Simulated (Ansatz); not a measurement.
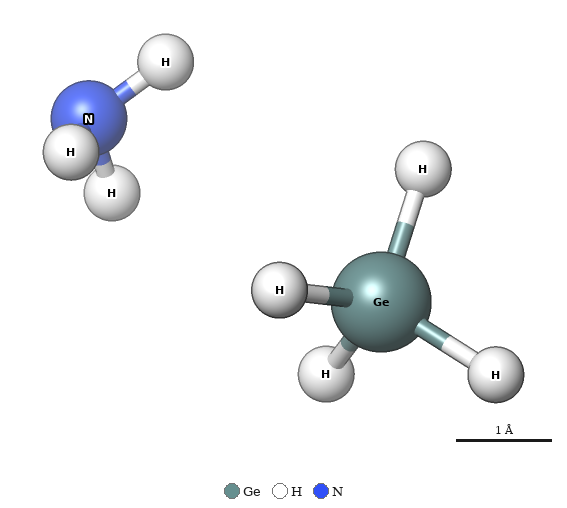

**Figure 1.** The input geometry (ball-and-stick view, seen at a tilt). Sticks mark near contacts.

# Nudged elastic band, with input and output: GeNH₇ (part 1 of 2)

- system: GeNH₇
- method: RHF/def2-SVP (Ansatz 0.2.0)

The run did not end well. One setting was made poor on purpose. It belongs to a series of runs on one base structure; here: band between the two ends.

### The input
```yaml
crystal:
  periodic: [false, false, false]
  atoms:
    - { symbol: Ge, position_ang: [0.528764, 0.038154, -0.189971] }
    - { symbol: H, position_ang: [0.683998, -0.145435, 1.32402] }
    - { symbol: H, position_ang: [1.914443, 0.070016, -0.844993] }
    - { symbol: H, position_ang: [-0.199992, 1.35654, -0.473546] }
    - { symbol: H, position_ang: [-0.281339, -1.128301, -0.766739] }
    - { symbol: "N", position_ang: [-2.987925, -0.05346, 1.508212] }
    - { symbol: H, position_ang: [-2.925378, -0.72692, 0.764845] }
    - { symbol: H, position_ang: [-2.793463, 0.851188, 1.116124] }
    - { symbol: H, position_ang: [-2.259707, -0.261784, 2.169349] }
basis:
  gaussian: { orbitals: def2-SVP }
hamiltonian:
  xc: hf
neb:
  order_check: false
  images: 5
  f_tol: 0.05
  max_iterations: 60
  max_displacement: 0.5
  optimiser: fire
  final_atoms:
    - { symbol: Ge, position_ang: [-0.52274842, 0.31097659, -0.69677232] }
    - { symbol: H, position_ang: [-0.23243504, -1.51785544, 3.35743607] }
    - { symbol: H, position_ang: [0.67817259, 0.72556337, 0.17709247] }
    - { symbol: H, position_ang: [-0.636323, 1.29907058, -1.86340518] }
    - { symbol: H, position_ang: [-0.28260872, -1.11258995, -1.21211984] }
    - { symbol: "N", position_ang: [-2.12229702, 0.31315718, 0.19122612] }
    - { symbol: H, position_ang: [-2.25576301, -0.38819571, 0.89539275] }
    - { symbol: H, position_ang: [-2.46742339, 1.19377388, 0.52485085] }
    - { symbol: H, position_ang: [-0.47917298, -0.8239025, 3.23360009] }
  initial_path:
    images:
      - { positions_ang: [[0.528764, 0.038154, -0.189971], [0.683998, -0.145435, 1.32402], [1.914443, 0.070016, -0.844993], [-0.199992, 1.35654, -0.473546], [-0.281339, -1.128301, -0.766739], [-2.987925, -0.05346, 1.508212], [-2.925378, -0.72692, 0.764845], [-2.793463, 0.851188, 1.116124], [-2.259707, -0.261784, 2.169349]] }
      - { positions_ang: [[0.35237167, 0.03038528, -0.12682406], [0.45636827, -0.11315448, 1.51548325], [1.76321822, 0.05618882, -0.73590603], [-0.37590033, 1.33700919, -0.47355356], [-0.43220301, -1.16227881, -0.6971684], [-2.69099927, -0.03674954, 1.23808531], [-2.88992743, -0.68198074, 0.57395292], [-2.65590811, 0.75970149, 1.25688143], [-1.84761901, -0.1891232, 2.05635013]] }
      - { positions_ang: [[0.17597933, 0.02261656, -0.06367712], [0.22873854, -0.08087396, 1.7069465], [1.61199344, 0.04236163, -0.62681906], [-0.55180866, 1.31747839, -0.47356112], [-0.58306703, -1.19625662, -0.62759779], [-2.39407354, -0.02003909, 0.96795862], [-2.85447685, -0.63704149, 0.38306084], [-2.51835321, 0.66821499, 1.39763886], [-1.43553102, -0.11646241, 1.94335127]] }
      - { positions_ang: [[-0.000413, 0.01484784, -0.00053018], [0.00110881, -0.04859344, 1.89840976], [1.46076867, 0.02853445, -0.51773209], [-0.727717, 1.29794758, -0.47356868], [-0.73393104, -1.23023443, -0.55802719], [-2.09714782, -0.00332863, 0.69783193], [-2.81902628, -0.59210223, 0.19216876], [-2.38079832, 0.57672848, 1.53839629], [-1.02344303, -0.04380161, 1.8303524]] }
      - { positions_ang: [[-0.17452481, 0.11355742, -0.23261089], [-0.07673914, -0.53834744, 2.38475186], [1.19990331, 0.26087742, -0.2861239], [-0.69725233, 1.29832192, -0.93684751], [-0.58349027, -1.1910196, -0.77605807], [-2.10553089, 0.10216664, 0.52896332], [-2.63127186, -0.52413339, 0.42657676], [-2.40967334, 0.78241028, 1.20054781], [-0.84201968, -0.30383524, 2.29810163]] }
      - { positions_ang: [[-0.34863662, 0.212267, -0.4646916], [-0.15458709, -1.02810144, 2.87109396], [0.93903795, 0.49322039, -0.05451572], [-0.66678767, 1.29869625, -1.40012635], [-0.43304949, -1.15180477, -0.99408896], [-2.11391395, 0.20766191, 0.36009472], [-2.44351744, -0.45616455, 0.66098475], [-2.43854836, 0.98809208, 0.86269933], [-0.66059633, -0.56386887, 2.76585086]] }
      - { positions_ang: [[-0.52274842, 0.31097659, -0.69677232], [-0.23243504, -1.51785544, 3.35743607], [0.67817259, 0.72556337, 0.17709247], [-0.636323, 1.29907058, -1.86340518], [-0.28260872, -1.11258995, -1.21211984], [-2.12229702, 0.31315718, 0.19122612], [-2.25576301, -0.38819571, 0.89539275], [-2.46742339, 1.19377388, 0.52485085], [-0.47917298, -0.8239025, 3.23360009]] }
```

Machine: 1 thread of Arm Neoverse V2, 24 GiB of memory available, shared host.

Launch command:
```bash
ansatz run input.yaml --threads 1 --pin off --max-ram 2048MiB --backend cpu --events-out ev --progress --plain --runs-dir out
```

### What the program printed
```
Engine: ansatz 0.2.0, aarch64-unknown-linux-gnu
Functional definition: HF
  exchange = exact_x
  correlation = 0
890 factors; integrals over basis functions are off by at most 4.0e-4 eV
mean field evaluation 1: about -58055.1849 eV, gradient 2.9e1 eV
mean field evaluation 2: about -58055.2263 eV, gradient 2.9e1 eV
mean field evaluation 4: about -58057.2141 eV, gradient 2.2e0 eV
mean field evaluation 8: about -58057.2351 eV, gradient 4.1e-4 eV
mean field -58057.23512673 eV, -2133.5640383000 hartree, gradient 1.5e-5 eV, S^2 0.000000; 0 other end points of the search recorded, 0 dependent functions left out
the calculation of the forces begins
reference -58057.23512673 eV, -2133.5640383000 hartree; 23, 23 occupied and 58, 58 virtual orbitals, 890 factors
883 factors; integrals over basis functions are off by at most 9.2e-4 eV
mean field evaluation 16: about -58056.7695 eV, gradient 3.2e-1 eV
mean field -58056.76948720 eV, -2133.5469263629 hartree, gradient 3.1e-5 eV, S^2 0.000000; 0 other end points of the search recorded, 0 dependent functions left out
[... from here on the field's lines of each further geometry are left out, up to the last ...]
NEB iter   1: max|band force component| = 1.985e1 eV/Å  barrier→ = 6.1199 eV  barrier← = 5.6542 eV  Δτ_max = 0.2955 Å  (224 SCF iters)
NEB iter   2: max|band force component| = 1.025e1 eV/Å  barrier→ = 5.5429 eV  barrier← = 5.0773 eV  Δτ_max = 0.0506 Å  (173 SCF iters)
NEB iter   3: max|band force component| = 8.743e0 eV/Å  barrier→ = 5.4501 eV  barrier← = 4.9844 eV  Δτ_max = 0.0845 Å  (147 SCF iters)
NEB iter   4: max|band force component| = 6.189e0 eV/Å  barrier→ = 5.2761 eV  barrier← = 4.8105 eV  Δτ_max = 0.0985 Å  (155 SCF iters)
NEB iter   5: max|band force component| = 4.386e0 eV/Å  barrier→ = 5.0416 eV  barrier← = 4.5760 eV  Δτ_max = 0.0205 Å  (153 SCF iters)
NEB iter   6: max|band force component| = 3.084e0 eV/Å  barrier→ = 4.9807 eV  barrier← = 4.5150 eV  Δτ_max = 0.0374 Å  (146 SCF iters)
NEB iter   7: max|band force component| = 1.701e0 eV/Å  barrier→ = 4.8633 eV  barrier← = 4.3977 eV  Δτ_max = 0.0460 Å  (148 SCF iters)
NEB iter   8: max|band force component| = 3.608e0 eV/Å  barrier→ = 4.6973 eV  barrier← = 4.2317 eV  Δτ_max = 0.0189 Å  (146 SCF iters)
NEB iter   9: max|band force component| = 2.114e0 eV/Å  barrier→ = 4.6530 eV  barrier← = 4.1873 eV  Δτ_max = 0.0291 Å  (132 SCF iters)
NEB iter  10: max|band force component| = 1.283e0 eV/Å  barrier→ = 4.5668 eV  barrier← = 4.1012 eV  Δτ_max = 0.0255 Å  (150 SCF iters)
NEB iter  11: max|band force component| = 2.145e0 eV/Å  barrier→ = 4.4454 eV  barrier← = 3.9797 eV  Δτ_max = 0.0096 Å  (147 SCF iters)
NEB iter  12: max|band force component| = 1.232e0 eV/Å  barrier→ = 4.4121 eV  barrier← = 3.9464 eV  Δτ_max = 0.0154 Å  (132 SCF iters)
NEB iter  13: max|band force component| = 1.188e0 eV/Å  barrier→ = 4.3475 eV  barrier← = 3.8819 eV  Δτ_max = 0.0164 Å  (132 SCF iters)
NEB iter  14: max|band force component| = 1.956e0 eV/Å  barrier→ = 4.2562 eV  barrier← = 3.7905 eV  Δτ_max = 0.0097 Å  (144 SCF iters)
NEB iter  15: max|band force component| = 1.154e0 eV/Å  barrier→ = 4.2306 eV  barrier← = 3.7649 eV  Δτ_max = 0.0149 Å  (132 SCF iters)
NEB iter  16: max|band force component| = 1.096e0 eV/Å  barrier→ = 4.1808 eV  barrier← = 3.7151 eV  Δτ_max = 0.0151 Å  (131 SCF iters)
NEB iter  17: max|band force component| = 1.077e0 eV/Å  barrier→ = 4.1100 eV  barrier← = 3.6444 eV  Δτ_max = 0.0199 Å  (135 SCF iters)
NEB iter  18: max|band force component| = 1.083e0 eV/Å  barrier→ = 4.0245 eV  barrier← = 3.5588 eV  Δτ_max = 0.0244 Å  (134 SCF iters)
NEB iter  19: max|band force component| = 9.545e-1 eV/Å  barrier→ = 3.9300 eV  barrier← = 3.4644 eV  Δτ_max = 0.0292 Å  (141 SCF iters)
NEB iter  20: max|band force component| = 9.005e-1 eV/Å  barrier→ = 3.8308 eV  barrier← = 3.3651 eV  Δτ_max = 0.0376 Å  (139 SCF iters)
NEB iter  21: max|band force component| = 9.597e-1 eV/Å  barrier→ = 3.7204 eV  barrier← = 3.2548 eV  Δτ_max = 0.0468 Å  (145 SCF iters)
NEB iter  22: max|band force component| = 7.440e-1 eV/Å  barrier→ = 3.6029 eV  barrier← = 3.1372 eV  Δτ_max = 0.0581 Å  (145 SCF iters)
NEB iter  23: max|band force component| = 1.124e0 eV/Å  barrier→ = 3.4747 eV  barrier← = 3.0091 eV  Δτ_max = 0.0086 Å  (143 SCF iters)
NEB iter  24: max|band force component| = 6.359e-1 eV/Å  barrier→ = 3.4611 eV  barrier← = 2.9955 eV  Δτ_max = 0.0108 Å  (121 SCF iters)
NEB iter  25: max|band force component| = 6.276e-1 eV/Å  barrier→ = 3.4344 eV  barrier← = 2.9688 eV  Δτ_max = 0.0050 Å  (127 SCF iters)
NEB iter  26: max|band force component| = 6.215e-1 eV/Å  barrier→ = 3.4217 eV  barrier← = 2.9561 eV  Δτ_max = 0.0101 Å  (120 SCF iters)
NEB iter  27: max|band force component| = 6.628e-1 eV/Å  barrier→ = 3.3965 eV  barrier← = 2.9309 eV  Δτ_max = 0.0148 Å  (121 SCF iters)
NEB iter  28: max|band force component| = 6.692e-1 eV/Å  barrier→ = 3.3597 eV  barrier← = 2.8940 eV  Δτ_max = 0.0191 Å  (121 SCF iters)
NEB iter  29: max|band force component| = 5.593e-1 eV/Å  barrier→ = 3.3120 eV  barrier← = 2.8464 eV  Δτ_max = 0.0232 Å  (123 SCF iters)
NEB iter  30: max|band force component| = 5.199e-1 eV/Å  barrier→ = 3.2536 eV  barrier← = 2.7880 eV  Δτ_max = 0.0267 Å  (128 SCF iters)
NEB iter  31: max|band force component| = 1.358e0 eV/Å  barrier→ = 3.1854 eV  barrier← = 2.7198 eV  CI = image 3  Δτ_max = 0.0104 Å  (127 SCF iters)
NEB iter  32: max|band force component| = 1.393e0 eV/Å  barrier→ = 3.2223 eV  barrier← = 2.7566 eV  CI = image 3  Δτ_max = 0.0205 Å  (112 SCF iters)
NEB iter  33: max|band force component| = 1.412e0 eV/Å  barrier→ = 3.2983 eV  barrier← = 2.8326 eV  CI = image 3  Δτ_max = 0.0302 Å  (125 SCF iters)
NEB iter  34: max|band force component| = 1.341e0 eV/Å  barrier→ = 3.4114 eV  barrier← = 2.9458 eV  CI = image 3  Δτ_max = 0.0388 Å  (127 SCF iters)
NEB iter  35: max|band force component| = 1.122e0 eV/Å  barrier→ = 3.5499 eV  barrier← = 3.0842 eV  CI = image 3  Δτ_max = 0.0455 Å  (125 SCF iters)
NEB iter  36: max|band force component| = 8.813e-1 eV/Å  barrier→ = 3.6922 eV  barrier← = 3.2266 eV  CI = image 3  Δτ_max = 0.0486 Å  (128 SCF iters)
NEB iter  37: max|band force component| = 9.137e-1 eV/Å  barrier→ = 3.8079 eV  barrier← = 3.3423 eV  CI = image 3  Δτ_max = 0.0561 Å  (124 SCF iters)
NEB iter  38: max|band force component| = 1.307e0 eV/Å  barrier→ = 3.8528 eV  barrier← = 3.3872 eV  CI = image 3  Δτ_max = 0.0724 Å  (126 SCF iters)
NEB iter  39: max|band force component| = 1.717e0 eV/Å  barrier→ = 3.7155 eV  barrier← = 3.2499 eV  CI = image 3  Δτ_max = 0.0169 Å  (138 SCF iters)
NEB iter  40: max|band force component| = 1.595e0 eV/Å  barrier→ = 3.6280 eV  barrier← = 3.1624 eV  CI = image 3  Δτ_max = 0.0341 Å  (127 SCF iters)
NEB iter  41: max|band force component| = 1.635e0 eV/Å  barrier→ = 3.4843 eV  barrier← = 3.0187 eV  CI = image 3  Δτ_max = 0.0518 Å  (127 SCF iters)
NEB iter  42: max|band force component| = 1.909e0 eV/Å  barrier→ = 3.3309 eV  barrier← = 2.8653 eV  CI = image 3  Δτ_max = 0.0693 Å  (133 SCF iters)
NEB iter  43: max|band force component| = 1.926e0 eV/Å  barrier→ = 3.2127 eV  barrier← = 2.7471 eV  CI = image 3  Δτ_max = 0.0186 Å  (130 SCF iters)
NEB iter  44: max|band force component| = 1.802e0 eV/Å  barrier→ = 3.2142 eV  barrier← = 2.7486 eV  CI = image 3  Δτ_max = 0.0361 Å  (126 SCF iters)
NEB iter  45: max|band force component| = 1.556e0 eV/Å  barrier→ = 3.2273 eV  barrier← = 2.7617 eV  CI = image 3  Δτ_max = 0.0511 Å  (128 SCF iters)
NEB iter  46: max|band force component| = 1.199e0 eV/Å  barrier→ = 3.2607 eV  barrier← = 2.7950 eV  CI = image 3  Δτ_max = 0.0626 Å  (127 SCF iters)
NEB iter  47: max|band force component| = 9.461e-1 eV/Å  barrier→ = 3.3081 eV  barrier← = 2.8425 eV  CI = image 3  Δτ_max = 0.0695 Å  (128 SCF iters)
NEB iter  48: max|band force component| = 1.094e0 eV/Å  barrier→ = 3.3393 eV  barrier← = 2.8736 eV  CI = image 3  Δτ_max = 0.0106 Å  (128 SCF iters)
NEB iter  49: max|band force component| = 8.590e-1 eV/Å  barrier→ = 3.3260 eV  barrier← = 2.8604 eV  CI = image 3  Δτ_max = 0.0186 Å  (114 SCF iters)
NEB iter  50: max|band force component| = 5.765e-1 eV/Å  barrier→ = 3.3096 eV  barrier← = 2.8440 eV  CI = image 3  Δτ_max = 0.0219 Å  (126 SCF iters)
NEB iter  51: max|band force component| = 5.199e-1 eV/Å  barrier→ = 3.2972 eV  barrier← = 2.8316 eV  CI = image 3  Δτ_max = 0.0255 Å  (127 SCF iters)
NEB iter  52: max|band force component| = 4.332e-1 eV/Å  barrier→ = 3.2860 eV  barrier← = 2.8203 eV  CI = image 3  Δτ_max = 0.0288 Å  (133 SCF iters)
NEB iter  53: max|band force component| = 4.888e-1 eV/Å  barrier→ = 3.2683 eV  barrier← = 2.8027 eV  CI = image 3  Δτ_max = 0.0311 Å  (132 SCF iters)
NEB iter  54: max|band force component| = 3.902e-1 eV/Å  barrier→ = 3.2438 eV  barrier← = 2.7782 eV  CI = image 3  Δτ_max = 0.0349 Å  (132 SCF iters)
NEB iter  55: max|band force component| = 2.402e-1 eV/Å  barrier→ = 3.2230 eV  barrier← = 2.7573 eV  CI = image 3  Δτ_max = 0.0366 Å  (131 SCF iters)
NEB iter  56: max|band force component| = 3.098e-1 eV/Å  barrier→ = 3.2160 eV  barrier← = 2.7503 eV  CI = image 3  Δτ_max = 0.0048 Å  (138 SCF iters)
NEB iter  57: max|band force component| = 2.115e-1 eV/Å  barrier→ = 3.2120 eV  barrier← = 2.7464 eV  CI = image 3  Δτ_max = 0.0076 Å  (119 SCF iters)
NEB iter  58: max|band force component| = 2.238e-1 eV/Å  barrier→ = 3.2088 eV  barrier← = 2.7432 eV  CI = image 3  Δτ_max = 0.0101 Å  (120 SCF iters)
NEB iter  59: max|band force component| = 2.553e-1 eV/Å  barrier→ = 3.2067 eV  barrier← = 2.7410 eV  CI = image 3  Δτ_max = 0.0127 Å  (126 SCF iters)
the calculation of the forces begins
reference -58056.51604159 eV, -2133.5376124083 hartree; 23, 23 occupied and 58, 58 virtual orbitals, 892 factors
these checks for a lower state are left out or cut short: starts, cluster_reference, orbital_swaps, neighbouring_geometries, increment
888 factors; integrals over basis functions are off by at most 9.7e-4 eV
mean field -58056.72835598 eV, -2133.5454148185 hartree, gradient 4.5e-5 eV, S^2 0.000000; 0 other end points of the search recorded, 0 dependent functions left out
the calculation of the forces begins
reference -58056.72835598 eV, -2133.5454148185 hartree; 23, 23 occupied and 58, 58 virtual orbitals, 888 factors
NEB iter  60: max|band force component| = 2.393e-1 eV/Å  barrier→ = 3.1998 eV  barrier← = 2.7341 eV  CI = image 3  Δτ_max = 0.0160 Å  (120 SCF iters)
```
